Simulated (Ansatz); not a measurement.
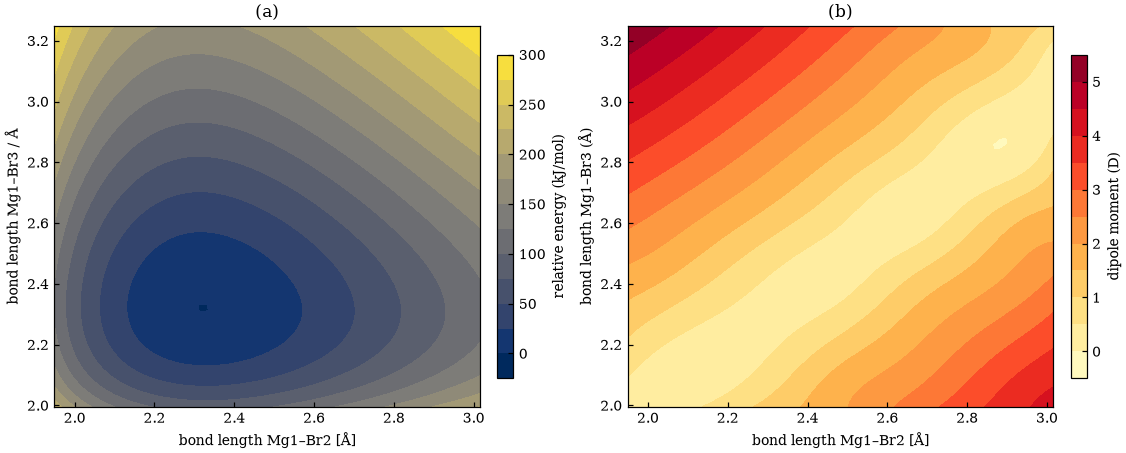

MgBr2. First axis: bond length Mg1–Br2. Second axis: bond length Mg1–Br3. Nothing is relaxed (all other coordinates rigid). The grid has 7 × 7 points. Points are written as (first, second). Energies are in kJ/mol, from the relaxed molecule at the same level. Method: RKS PBE0-D4/def2-TZVP (Ansatz).

Panel (a) is the energy; panel (b) is the computed dipole moment, in D.

In the figure: filled contours. Between grid points the surface is interpolated.

How does the dipole moment vary over the map, and what is it at the lowest grid point?

Leaving out the highest fifth of the energies, it runs from 0.03 D at (2.838 Å, 2.830 Å) to 4.71 D at (2.126 Å, 3.248 Å). At the lowest grid point, (2.304 Å, 2.413 Å), it is 0.45 D.
